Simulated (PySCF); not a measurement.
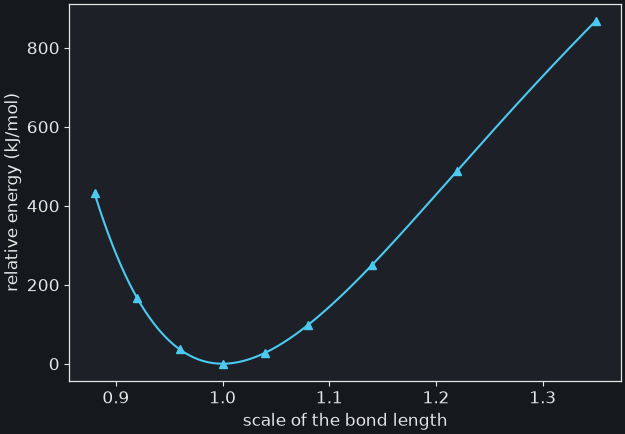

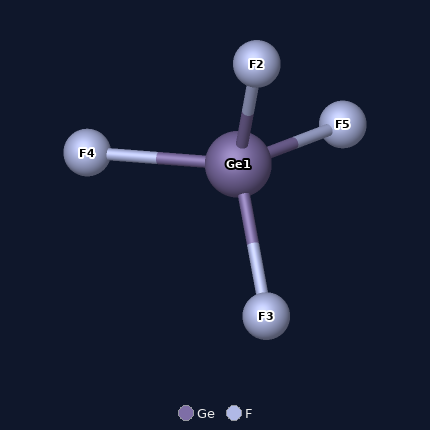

Rigid scan of GeF₄, singlet, from a minimum of the shape that electron-pair counting expects: all bonds to atom 1 scaled (atom 1 is the central atom). B3LYP/def2-TZVP with PySCF, restricted determinant, no spin-orbit coupling; energies counted from the minimum. Splines pass through the computed points, which are marked.

What does it cost to go to either end of the scan?

Answer. 431.7 kJ/mol at 0.88 and 868.7 kJ/mol at 1.35.

Give the values at the computed points.

Answer. In kJ/mol:
```
scale of the bond length  B3LYP
                    0.88  431.7
                    0.92  166.1
                    0.96   36.1
                    1.00    0.0
                    1.04   27.8
                    1.08   98.0
                    1.14  249.8
                    1.22  488.8
                    1.35  868.7
```

Caveats: no scalar relativity.
